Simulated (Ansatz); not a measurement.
# Tunnelling from Li(100) to Li(100): the current at the widest gap

Three vacuum gaps between Li(100) and Li(100) are known. What current density flows at 0.25 V across 6.5 Å?

How it was computed: Ansatz 0.2.0, plane waves with PAW datasets, PBEsol; a slab with two metal leads whose outer parts are reservoirs, with density and current solved under bias (Landauer, 300 K). The gap is counted from plane to plane of nuclei, and atoms stay on ideal sites.

The runs, with one result withheld:

| gap (Å) | drop between the leads' cuts at 0.25 V (V) | current density at 0.25 V (A/m²) |
| --- | --- | --- |
| 3.5 | 0.152 | 1.06×10¹⁴ |
| 4.5 | 0.201 | 5.97×10¹³ |
| 5.5 | 0.231 | 2.60×10¹³ |
| 6.5 | 0.244 | ? |

**Estimate by hand.**

Tunnelling falls as exp(−βd). From 3.5 to 4.5 Å, β = ln(1.06×10¹⁴/5.97×10¹³)/1 = 0.575 Å⁻¹, and from 4.5 to 5.5 Å it is 0.830 Å⁻¹; the slope still steepens as the gap leaves contact, so the wider pair is taken. Then 2.60×10¹³ × exp(−0.830 × 1). Predicted: 1.13×10¹³ A/m².

Check against the run:

7.53×10¹² A/m², so the prediction is 51 % too high. The last step has β = 1.24 Å⁻¹, an apparent barrier ħ²β²/8m of 1.5 eV: the decay of this current is still steepening. The conductances at 0 V give β = 0.833 and 1.24 Å⁻¹ for the last two steps.

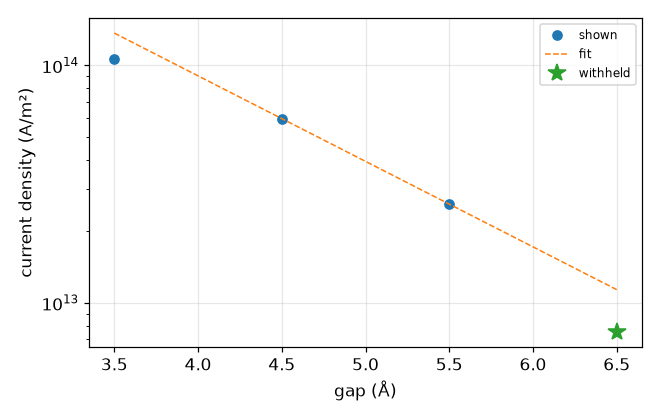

Current density against the gap.

**Limits.** On every other k-point the currents of these runs, at any bias, move by up to 1.4 %. A semilocal functional lacks the image potential's tail.
